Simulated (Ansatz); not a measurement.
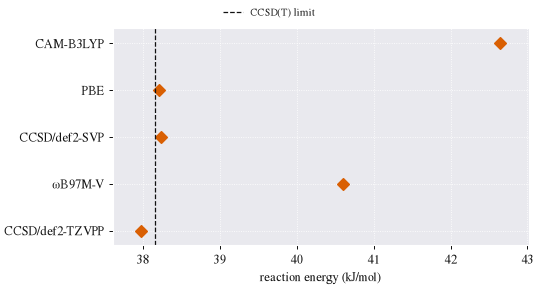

Electronic reaction energy of Si₂H₃OF (F[Si]O[SiH3]) [singlet] + H₂O (O) → Si₂H₄O₂ (O[Si]O[SiH3]) [singlet] + HF (F) (SMILES in brackets) at several levels (functionals in def2-TZVPP unless a basis is named), isolated molecules at PBE0-D4 triple-zeta geometries, minima by their frequencies, no zero-point or thermal terms, the Ansatz code. The line is frozen-core CCSD(T) at the basis limit (MP2 extrapolated from triple and quadruple zeta, plus CCSD(T) less MP2 in a smaller set). No dispersion term is added to CAM-B3LYP and PBE. The distance of CCSD/def2-SVP and CCSD/def2-TZVPP to the limit includes basis error.

Q: Which level comes closest to the line (CCSD(T) limit), and which misses most?

A: Closest PBE (38.2 kJ/mol) and CCSD/def2-SVP (38.2 kJ/mol), against 38.2 kJ/mol; farthest CAM-B3LYP (42.6 kJ/mol).

Q: What range do the values span, the line included?

A: From 38.0 kJ/mol (CCSD/def2-TZVPP) to 42.6 kJ/mol (CAM-B3LYP).

Note: one conformer of each flexible molecule.
